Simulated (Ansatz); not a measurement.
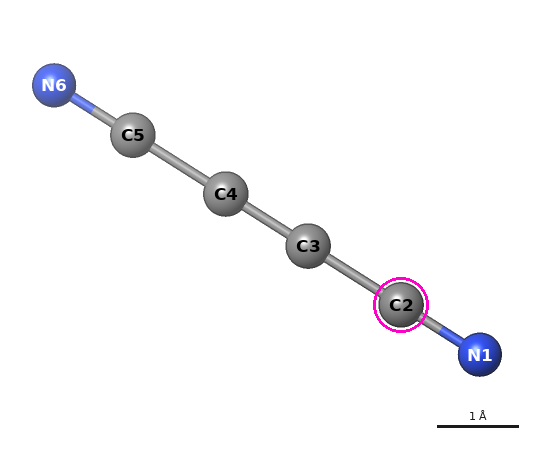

Figure made from data computed with Ansatz.

Orthographic view. Atoms fade into the background with distance from the viewer. State: charge +1, doublet. Geometry: the geometry of the neutral molecule.

Q: Which atoms are bonded to the circled atom?

A: The circled atom is C2; it is bonded to N1, C3.

Q: What is the shortest path along bonds from the circled atom to C5?

A: C2–C3–C4–C5, 3 bonds; through space the two are 3.93 Å apart.

Q: Which two atoms are farthest apart in space?

A: N1 and N6, 6.24 Å.
